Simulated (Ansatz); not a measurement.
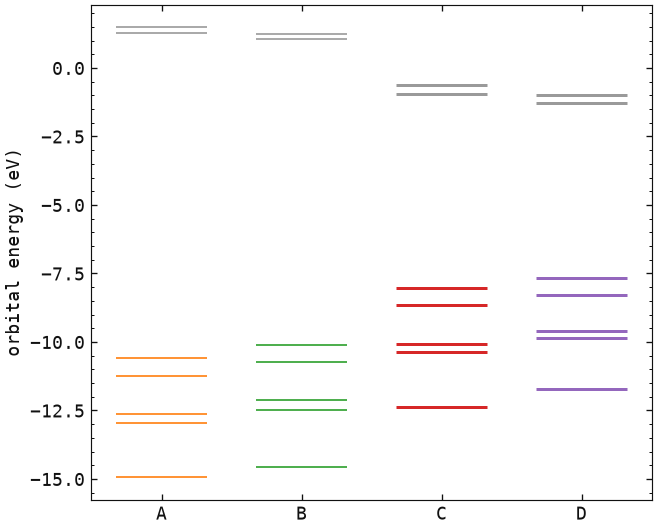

Frontier orbital energies of C₃H₄F₂Si, SMILES C=C=C(F)[SiH2]F at one geometry, def2-TZVPP, the Ansatz code 0.2.0, at a PBE0-D4/def2-TZVP geometry (a minimum by its frequencies). Empty levels are grey, levels within 0.1 eV stand side by side; all columns show the same few orbitals around the gap.

Question: The columns come from B3LYP, LC-wPBE, r2SCAN0 and ωB97M-V. Which is which?

Answer: A: LC-wPBE (HOMO −10.57, LUMO 1.26, separation 11.84 eV)
B: ωB97M-V (HOMO −10.10, LUMO 1.05, separation 11.15 eV)
C: r2SCAN0 (HOMO −8.04, LUMO −0.94, separation 7.10 eV)
D: B3LYP (HOMO −7.66, LUMO −1.27, separation 6.39 eV)

Caveats, for all or some of the runs: empty levels above zero depend strongly on the basis; one conformer of a flexible molecule.
